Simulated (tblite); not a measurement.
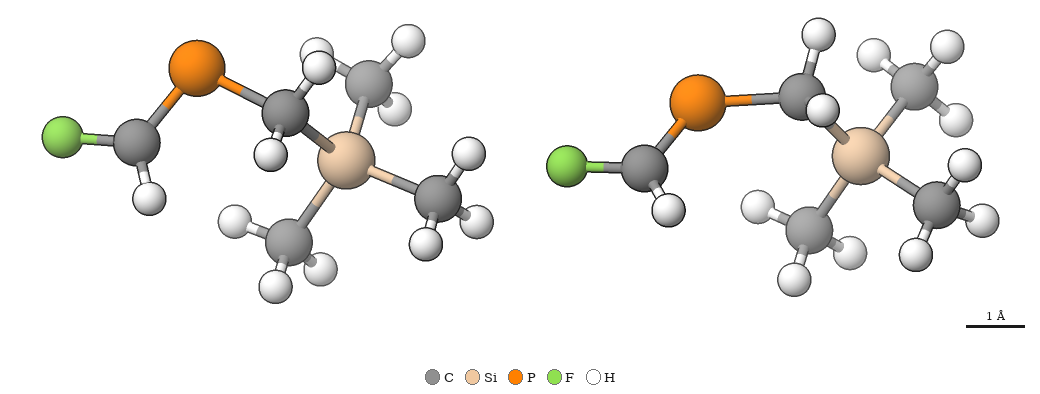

Two geometries of C5H12FPSi, drawn at one scale. One is the start of a relaxation, the other its converged end. A ball-and-stick model, seen at a tilt.

All numbers below come from GFN2-xTB geometry optimisation, gas phase in tblite. 

### Which geometry has the lower energy?

The left one is the relaxed one. The largest move after the best rigid fit is that of an H atom, 1.21 Å. By element the largest moves are H 1.21 Å, F 0.98 Å, C 0.83 Å, P 0.69 Å, Si 0.19 Å. Near-neighbour distances that change, for instance: C–Si 1.830 → 1.906 Å, C–Si 1.852 → 1.927 Å, C–H 1.133 → 1.085 Å, C–Si 1.870 → 1.907 Å. Among the angles between lasting bonds that change: C–P–C 122.0° → 99.2°, F–C–H 120.9° → 111.5°, C–Si–C 116.1° → 108.9°. Groups turn about C–Si by about 55°. The energy falls by 23.2 kcal/mol in 150 geometry steps.
